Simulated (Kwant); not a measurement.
Model system: Aharonov-Bohm ring in a GaAs two-dimensional gas. Effective mass 0.067 mₑ, grid spacing 6.7 nm, hard walls, nominal width 80 nm (11 grid rows, so walls 80.4 nm apart), one parabolic valley, scattering region 440 nm long along x; energies count from the band bottom; Fermi energy 0.00525 eV. Ring of mean radius 80 nm, arms as wide as the leads. Perpendicular field swept from 0 to 0.79 T, none in the leads; orbital effect alone.

The device is made up for the run: typed textbook-type constants, with dimensions and the other settings drawn at random.

Computed with Kwant: effective-mass tight-binding model on a square grid, one spin, coherent transport at 0 K. Conductance is in e²/h.

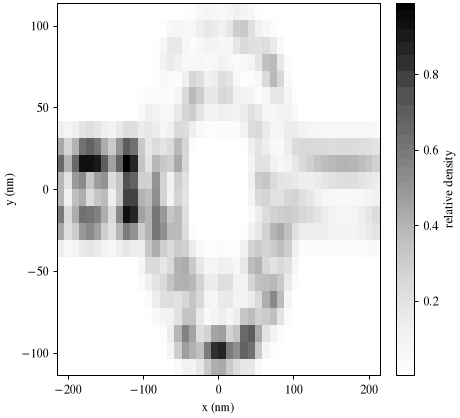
Figure. Density of the scattering states that come in from the left lead, at field = 0.19528 T, in bins, relative to the largest site value

The conductance there is 1.13 e²/h with 2 open channel(s) in the leads.
